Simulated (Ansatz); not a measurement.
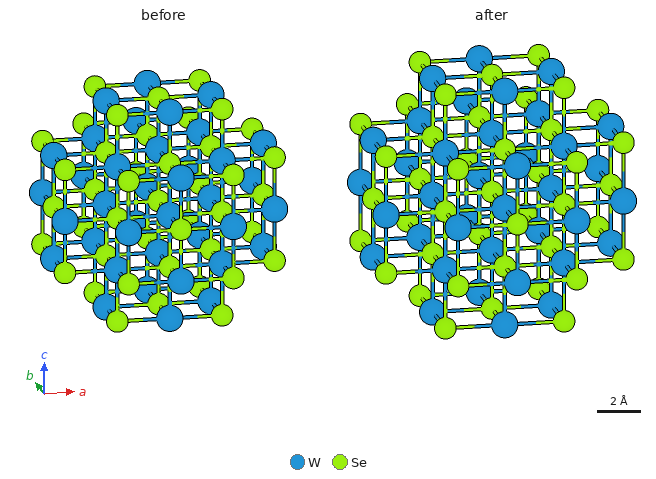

The structure of solid WSe (built on the rock salt type) (coarse preliminary run) before (left) and after (right) a relaxation, at one scale.

Style: ball-and-stick. Shown: the conventional cell (4 times the calculation's cell), slightly off an axis. Lengths and directions refer to the drawn axes.

All numbers below come from DFT r2SCAN+U, scalar-relativistic, plane waves, PAW in Ansatz. Settings: plane-wave cutoff 500 eV; k-point mesh 6 × 6 × 6; occupations gaussian; smearing width 0.1 eV; U W 6.2 eV; collinear spin; cell and atoms relaxed; force threshold 0.05 eV/Å; at most 80 steps.

Summarise the run.

Over 4 accepted moves (5 points after the start) the energy falls by 2.085 eV per cell of the calculation. All forces vanish by symmetry, so only the cell relaxes. The pressure goes from 60.71 to −0.12 GPa. At 1 point the geometry stayed and the basis and grid were re-selected for the new cell (energy shift of 6.8 meV per cell of the calculation at most each time). No atom moves by more than 0.005 Å relative to the cell. Cell: a = b = c 5.041 → 5.710 Å (+13.3 %). Volume +45.3 %. Near-neighbour distances that change, for instance: Se–W 2.520 → 2.855 Å. The space group stays Fm-3m (No. 225).
